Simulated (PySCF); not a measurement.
**CoO(OH)₂: relaxation and vibrations of the quartet**

Aim: relax CoO(OH)₂ as a quartet from a T-shaped (ligand arrangement 1) start, check by its vibrations whether the end is a minimum, and collect its spectrum and constants.

Method: PBE0, basis Co def2-TZVP, O def2-TZVP, H def2-TZVP, no relativity, density fitting; program: PySCF 2.14.0.

## Step 1: Starting geometry

6 atoms, charge 0, spin multiplicity 4.

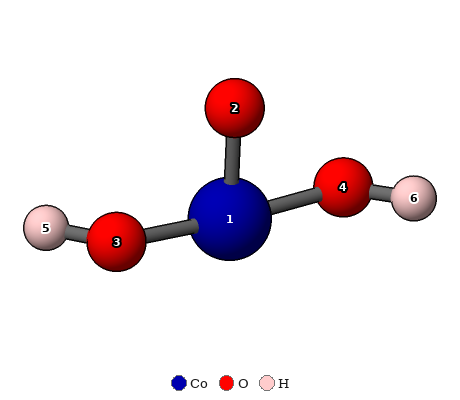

As it starts; cobalt blue, oxygen red, hydrogen pink; atoms are numbered from 1 in the order of the file.

Z-matrix (Å, degrees; charge 0 multiplicity 4):
```
Co
O  1 1.6000
O  1 1.7400 2 88.00
O  1 1.7400 2 88.00 3 180.00
H  3 0.9600 1 130.00 2 89.99
H  4 0.9600 1 130.00 2 89.99
```

## Step 2: The SCF at the typed geometry

The steps below are one call of a driver around PySCF. For each, scf.py gives the equivalent set-up of the SCF; relaxations use the driver's own optimiser. After this first run the driver tries any further starts and a stability analysis.

File scf.py:

```python
from pyscf import gto, scf, dft
mol = gto.M(atom='''
Co     0.000000     0.000000     0.000000
O      0.000000     0.000000     1.600000
O      1.738900     0.000000     0.060700
O     -1.738900     0.000000     0.060700
H      2.355600    -0.735400     0.082300
H     -2.355600     0.735400     0.082300''',
    basis={'Co': 'def2-TZVP', 'O': 'def2-TZVP', 'H': 'def2-TZVP'},
    charge=0, spin=3)
mf = dft.UKS(mol, xc='PBE0')
mf.grids.atom_grid = (50, 194)
aux = {'Co': 'def2-universal-JKFIT', 'O': 'def2-universal-JKFIT', 'H': 'def2-universal-JKFIT'}
mf = mf.density_fit(auxbasis=aux)
mf.conv_tol = 1e-08
mf.diis_space = 10
mf.max_cycle = 60
mf.init_guess = 'minao'
mf.verbose = 4
mf.kernel()
```

Started as:

```bash
> OMP_NUM_THREADS=4 python axn.py task.json out
```

After this run come: Relaxation: T-shaped (ligand arrangement 1) start, quartet; Hessian and properties.

What does the calculation give? Wanted: minimum; geometry; wavenumbers; dipole moment; highest occupied, lowest empty level; polar-tensor charge of Co1; zero-point energy; atomisation energy; ⟨S²⟩.

The runs gave:

```
                                          quantity                                                                                                                     value
                                           minimum                                                                                                              quartet, C2v
                                          geometry                  Co–O 1.581 Å, Co–O 1.729 Å (×2), O–H 0.960 Å (×2); Co–O–H 123.3° (×2), O–Co–O 107.7° (×2), O–Co–O 144.6°
                                wavenumbers (cm⁻¹)  180 (b1), 206 (a1), 209 (b2), 331 (a2), 383 (b1), 664 (b2), 676 (a1), 738 (a1), 810 (b2), 962 (a1), 3902 (b2), 3906 (a1)
                                     dipole moment                                                                                                                    0.32 D
highest occupied, lowest empty level (either spin)                                                                                                           -8.96, -4.08 eV
                        polar-tensor charge of Co1                                                                                                                   +1.24 e
                                 zero-point energy                                                                                                               77.6 kJ/mol
                               entropy at 298.15 K                                                                                                           319.4 J/(mol K)
         atomisation energy (no zero-point energy)                                                                                                               1829 kJ/mol
                                              ⟨S²⟩                                                                                                                     3.789
```

In words: The T-shaped (ligand arrangement 1) start (C2) ends in a minimum of C2v symmetry. The strongest infrared band lies at 3902 cm⁻¹ (b2). Most of the spin sits on Co1 (Mulliken spin 1.96, against 3 for the whole molecule). Only this shape and spin were tried, so other structures or states may lie lower. One determinant may miss the lowest occupation of an open d or f shell.
